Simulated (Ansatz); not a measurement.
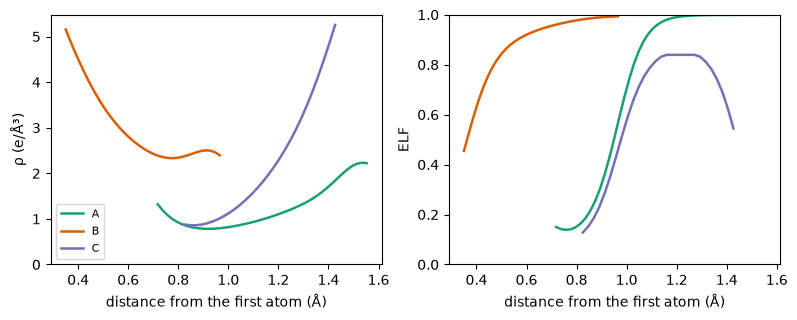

Figure 1: GaH₃O₂. Total electron density and electron localisation function along straight lines between neighbouring atoms. The curves leave out the atomic cores.

These are results of RKS B3LYP-D4/def2-SVP in Ansatz 0.2.0, not measurements.

```xyz
6

Ga    0.0409   -0.1687    0.1496
H    -0.1290    0.2190    1.6433
O     1.6652   -0.2932   -0.5761
H     1.6527   -0.5446   -1.5095
O    -1.2734   -0.5314   -1.0139
H    -2.1663   -0.4797   -0.6499
```

### Which curve belongs to which contact (Ga–H, Ga–O and O–H)? The first atom named is at distance zero.

Curve A: Ga–H (1.55 Å): ρ is about 1 e/Å³ halfway; the ELF climbs to about 1 towards the hydrogen. Curve B: O–H (0.97 Å): ρ at the midpoint is about 3.6 e/Å³; the ELF climbs to about 1 towards the hydrogen; a covalent bond by its length. Curve C: Ga–O (1.78 Å): ρ at the midpoint is about 0.87 e/Å³; the ELF peaks at about 0.85 in the valence shell of O, 0.6 Å from its nucleus, and is about 0.25 at the midpoint.
